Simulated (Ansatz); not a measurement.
System: FGaH2.

Input

```
crystal:
  periodic: [false, false, false]
  atoms:
    - {symbol: F, position_ang: [-0.553530, -0.498969, 1.447833]}
    - {symbol: Ga, position_ang: [0.057633, 0.022135, -0.117026]}
    - {symbol: H, position_ang: [-0.881866, -0.328007, -1.306160]}
    - {symbol: H, position_ang: [1.433263, 0.744441, -0.044847]}
basis:
  gaussian: {orbitals: def2-TZVPP}
hamiltonian: {xc: pbe0, dispersion: d4}
output: {orbitals: {seedname: orbitals}}
```

Run with:

```sh
ansatz run in.yaml --threads 2 --pin off --events-out ev --progress --plain --max-ram 32768MiB --backend cpu
```

Geometry: PBE0-D4/def2-TZVP.

All numbers below come from RKS PBE0-D4/def2-TZVPP in Ansatz 0.2.0.

Q: What can the converged electron density and electron localisation function tell about the bonding?

A: Ga–F (1.76 Å): the density is about 0.87 e/Å³ at the midpoint; the ELF peaks at about 0.85 in the valence shell of F, 0.5 Å from its nucleus, and is about 0.15 at the midpoint.
Ga–H (1.56 Å): ρ at the midpoint is about 1 e/Å³; the ELF climbs to about 1 towards the hydrogen.

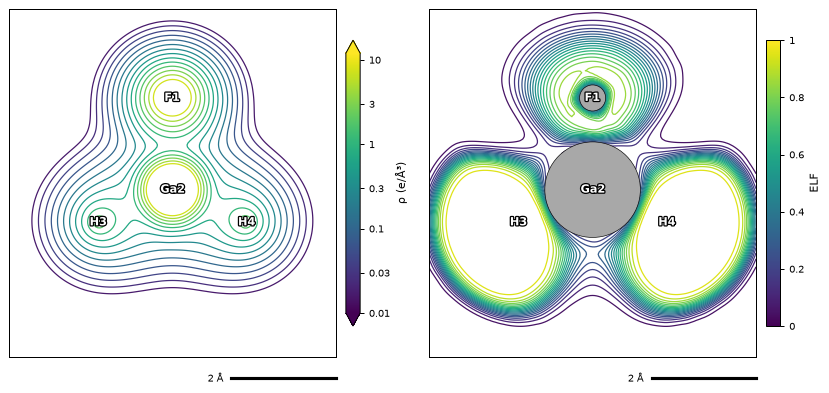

Computed electron density and electron localisation function on the molecular plane, in this order. Grey discs cover the atomic cores in the ELF map. 
